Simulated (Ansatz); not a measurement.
**CH4F2Si: density, localisation and related maps**

Input

```
crystal:
  periodic: [false, false, false]
  atoms:
    - {symbol: C, position_ang: [-1.025502, -0.346152, -0.375514]}
    - {symbol: F, position_ang: [-1.089879, 0.126691, -1.681578]}
    - {symbol: F, position_ang: [1.830580, -0.474125, -0.071475]}
    - {symbol: Si, position_ang: [0.503043, -1.420044, -0.122307]}
    - {symbol: H, position_ang: [-1.936510, -0.929953, -0.173585]}
    - {symbol: H, position_ang: [-1.024948, 0.516771, 0.305779]}
    - {symbol: H, position_ang: [0.656418, -2.380737, -1.244386]}
    - {symbol: H, position_ang: [0.380349, -2.109719, 1.192769]}
basis:
  gaussian:
    orbitals: def2-TZVPD
hamiltonian:
  xc: {name: PBE0}
output: {forces: true, orbitals: {seedname: orbitals}}
```

Launched as:

```sh
ansatz run input.yaml --threads 2 --pin off --max-ram 4350MiB --events-out events.jsonl --progress --plain --runs-dir runs
```

Geometry: PBE0-D3(BJ)/pcseg-1.

These are results of Ansatz 0.2.0, isolated molecule in a Gaussian basis; Kohn-Sham density functional theory, functional PBE0, not measurements.

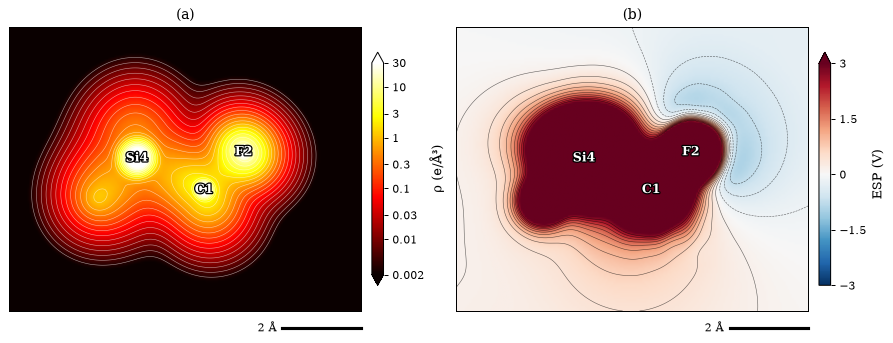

Figure 1. (a) electron density; (b) electrostatic potential on the plane of atoms F2, C1 and Si4.

### What do the fields say about this system?

- The plane passes through C, F and Si nuclei.
- C–F (1.39 Å): ρ is about 2 e/Å³ halfway, with its minimum of 1.6 e/Å³ about 0.5 Å from C.
- C–Si (1.89 Å): the density is about 1 e/Å³ at the midpoint.
- Outside the dense part of the molecule the potential is most negative (−0.9 V) near F2.

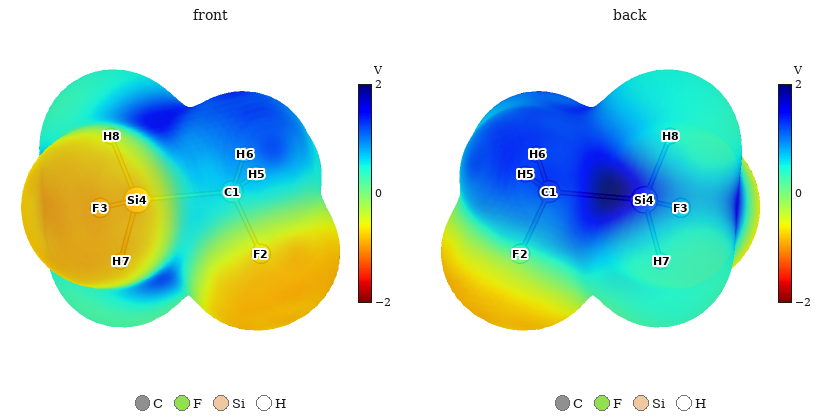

Figure 2. The electrostatic potential painted on the density surface at 0.002 e/bohr³, seen from the front and from behind; red is negative and blue positive.

### Where is the surface potential most negative and most positive?

The most negative region (about −1.0 V) lies over F3, the most positive (about +1.9 V) over Si4.

### How polar is the molecule by this calculation?

Its dipole moment is 2.30 D.

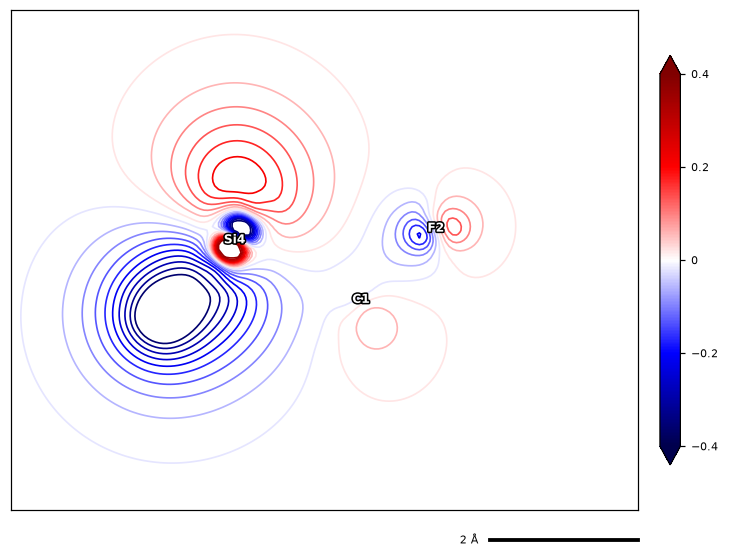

Figure 3. The HOMO−1 on the plane of atoms F2, C1 and Si4 (values in Å⁻³ᐟ²; the overall sign is arbitrary).

### Where does this orbital lie, and at what energy?

By Hirshfeld shares it lies mainly on Si4 (about 35 %), H7 (about 25 %), H8 (about 25 %) and F3 (about 15 %). Its energy is −9.92 eV.
